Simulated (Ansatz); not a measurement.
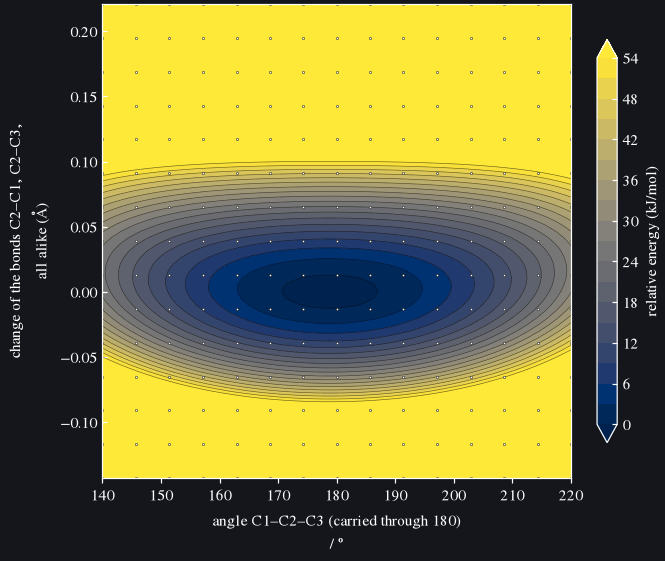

C₃H₃FO, SMILES C=C=C(O)F. Coordinates scanned: (1) angle C1–C2–C3 (carried through 180); (2) change of the bonds C2–C1, C2–C3, all alike. Nothing is relaxed (all other coordinates rigid). Grid: 15 × 15 points. Points are written as (first, second). Energies are in kJ/mol, from the lowest grid point. Theory: RKS PBE0-D4/def2-TZVP (Ansatz 0.2.0).

The picture shows filled contours, dots at the grid points, one colour for all values above the top of the scale. Between grid points the surface is interpolated.

Estimate the position of the minimum and the force constants in these coordinates.

Answer. The interpolated minimum is at the first coordinate ≈ 178.8°, the second coordinate ≈ 0.000 Å. The curvatures there are about 1.1 eV/rad² and 137 eV/Å², with a cross term of about 0 eV/(rad·Å). Round the minimum the two coordinates are nearly uncoupled. (1 eV is 96.5 kJ/mol.)
